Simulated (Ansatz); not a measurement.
System: FHSi···CH$_{4}$.

Input file:

```
crystal:
  periodic: [false, false, false]
  atoms:
    - { symbol: Si, position_ang: [-0.947856, 0.017664, 0.152458] }
    - { symbol: H, position_ang: [1.319494, -0.06176, 1.537729] }
    - { symbol: C, position_ang: [2.070134, -0.015625, 0.726155] }
    - { symbol: H, position_ang: [2.356737, -1.032282, 0.42784] }
    - { symbol: H, position_ang: [1.675266, 0.530377, -0.142352] }
    - { symbol: H, position_ang: [2.941236, 0.535395, 1.106364] }
    - { symbol: F, position_ang: [-0.57891, 1.267068, -0.891317] }
    - { symbol: H, position_ang: [-0.416902, -1.134836, -0.755377] }
basis:
  gaussian: { orbitals: cc-pVDZ }
hamiltonian:
  xc: pbe0
relax:
  f_tol: 0.03
  max_steps: 50
output:
  orbitals: {}
```

Run with:

```sh
ansatz run input.yaml --threads 1 --pin off --max-ram 2048MiB --backend cpu --events-out ev --progress --plain --runs-dir out
```

The fields are those of the run's last geometry, not of the input's.

Level of theory: Ansatz, RKS PBE0/cc-pVDZ.

What will maps of the electron density and electron localisation function show?

Si–F (1.67 Å): the density is about 0.86 e/Å³ at the midpoint; the ELF peaks at about 0.80 in the valence shell of F, 0.5 Å from its nucleus, and is about 0.40 at the midpoint.
Si–H (1.55 Å): ρ is about 0.71 e/Å³ halfway; the ELF climbs to about 1 towards the hydrogen, as it does in any bond to H.

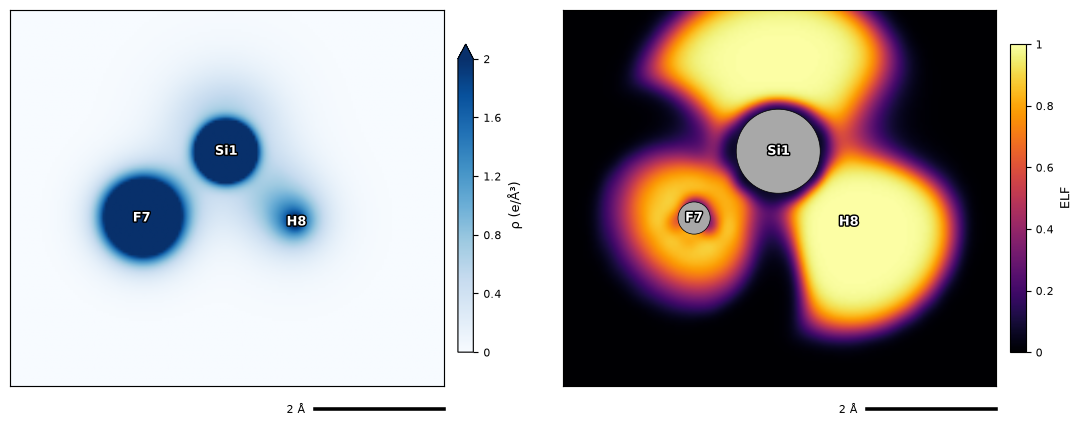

Computed electron density and electron localisation function on the plane of atoms F7, Si1 and H8, in this order. Grey discs cover the atomic cores in the ELF map. 
